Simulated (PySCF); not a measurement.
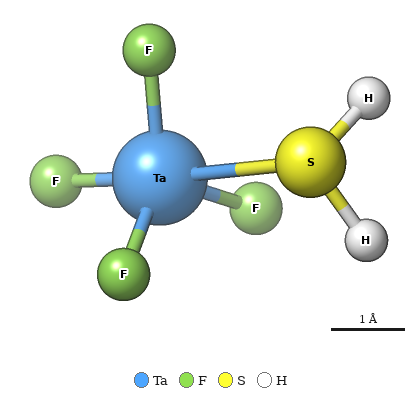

*The structure (ball-and-stick view, seen at a tilt). Sticks mark near contacts.*

Bond lengths as drawn: F–Ta 1.83 to 1.84 Å, H–S 1.36 Å and S–Ta 2.76 Å.

## Single-point calculation of TaH₂SF₄ (charge +1)

The run: single-point calculation of TaH₂SF₄, charge +1. Method and program: RKS PBE0, Ta def2-SVP with ECP60, F def2-SVP, S def2-SVP, H def2-SVP; non-relativistic Hamiltonian with a scalar-relativistic core potential; density fitting (PySCF 2.14.0).

It belongs to a series of runs on one base structure; here: singlet excitations, Tamm-Dancoff PBE0.

**The program's output**
```
init E= -854.812190759127
  HOMO = -0.537342899661474  LUMO = -0.308300079691764  gap/eV = 6.23257
cycle= 1 E= -854.813561992502  delta_E= -0.00137  |g|= 0.0565  |ddm|= 0.141
  HOMO = -0.539487590183558  LUMO = -0.326326132530368  gap/eV = 5.80042
cycle= 2 E= -854.811686847633  delta_E= 0.00188  |g|= 0.114  |ddm|= 0.146
  HOMO = -0.538790985252528  LUMO = -0.318158742621808  gap/eV = 6.00371
cycle= 3 E= -854.814245785404  delta_E= -0.00256  |g|= 0.0101  |ddm|= 0.0856
  HOMO = -0.539063673258866  LUMO = -0.316204680922918  gap/eV = 6.06430
cycle= 4 E= -854.81426258215  delta_E= -1.68e-05  |g|= 0.00192  |ddm|= 0.00996
  HOMO = -0.538856933993044  LUMO = -0.316318866214449  gap/eV = 6.05557
cycle= 5 E= -854.814263128942  delta_E= -5.47e-07  |g|= 0.00125  |ddm|= 0.00218
  HOMO = -0.538852522244742  LUMO = -0.316367730992486  gap/eV = 6.05412
cycle= 6 E= -854.814263396066  delta_E= -2.67e-07  |g|= 0.000269  |ddm|= 0.000893
  HOMO = -0.538892818215359  LUMO = -0.316379055190361  gap/eV = 6.05491
cycle= 7 E= -854.81426341204  delta_E= -1.6e-08  |g|= 3.26e-05  |ddm|= 0.000297
  HOMO = -0.538888788607276  LUMO = -0.316377812860064  gap/eV = 6.05483
cycle= 8 E= -854.814263412306  delta_E= -2.66e-10  |g|= 7.34e-06  |ddm|= 4.17e-05
  HOMO = -0.53888977110194  LUMO = -0.31637793277987  gap/eV = 6.05486
Extra cycle  E= -854.814263412302  delta_E= 3.64e-12  |g|= 8.56e-06  |ddm|= 1.51e-05
converged SCF energy = -854.814263412302
```

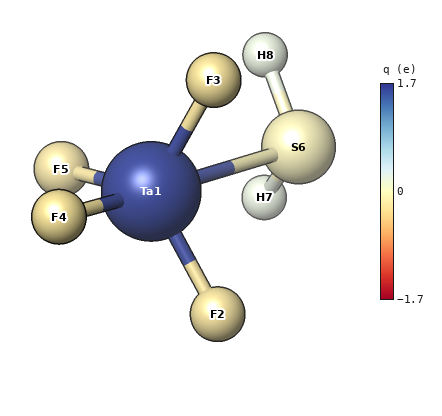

*Mulliken charges, as the colour of each atom (ball-and-stick view, seen at a tilt; atoms are numbered from 1 in the order of the input; Mulliken charges depend strongly on the basis).*

By element: Ta +1.62, F −0.23 to −0.22, S −0.09 and H +0.19 to +0.20 e.

This output came from the following input.

**Input file**
```python
mol = gto.M(atom='''
Ta    -0.03136     0.32850     0.00921
F      0.01660    -0.09225     1.79294
F      1.47655     0.10077    -1.01455
F      0.01117     2.15558     0.13381
F     -1.65912     0.15141    -0.81808
S      0.08210    -2.42550    -0.20614
H     -1.17982    -2.79854     0.13065
H     -0.12487    -2.57232    -1.53958''',
    basis={'Ta': 'def2-SVP', 'F': 'def2-SVP', 'S': 'def2-SVP', 'H': 'def2-SVP'},
    ecp={'Ta': 'def2-SVP'},
    charge=1, spin=0)
mf = dft.RKS(mol, xc='PBE0')
mf.grids.atom_grid = (50, 194)  # f atoms: at least (60, 302), unpruned
mf = mf.density_fit()  # Ta def2-universal-JKFIT, F def2-universal-JKFIT, S def2-universal-JKFIT, H def2-universal-JKFIT
mf.conv_tol = 1e-08; mf.max_cycle = 55
mf.kernel(dm0)
```

The script is an equivalent of the set-up of the self-consistent field. The run itself was carried out by a driver, which started from the orbitals of the step before it where there was one and computed the further properties.

Launched with:
```bash
OMP_NUM_THREADS=2 python <driver script>
```

**Key numbers**

```tsv
quantity	value
outcome	converged
total energy	−854.814263 hartree
HOMO	−14.66 eV
LUMO	−8.61 eV
hardware	2 threads of Arm Neoverse V1, 24 GiB of memory available, shared host
wall time	67 s (CPU time 2.2 min)
peak memory	1.8 GiB
```
